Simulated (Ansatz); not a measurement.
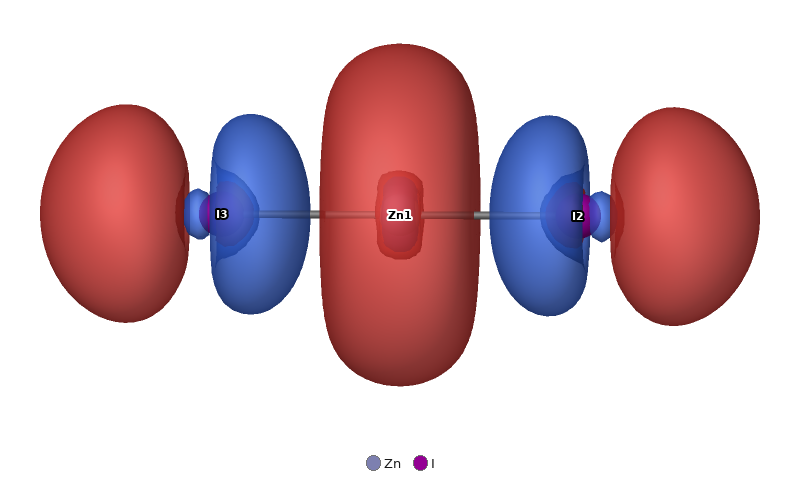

Figure. I$_{2}$Zn (ZnI2). One frontier orbital at ±0.06 Å⁻³ᐟ² (blue and red are the two phases), seen from one side.

Geometry: r2SCAN-D4/def2-TZVP; core potentials replace the inner electrons of I.

The calculation used Ansatz 0.2.0, RKS PBE0-D4/def2-TZVP.

Which orbital is it: HOMO or LUMO?

The LUMO, at −1.85 eV. Its weight (Hirshfeld) is mainly on Zn1 (about 45 %), I2 (about 30 %) and I3 (about 30 %); it is of σ type; it is gerade (even under inversion).
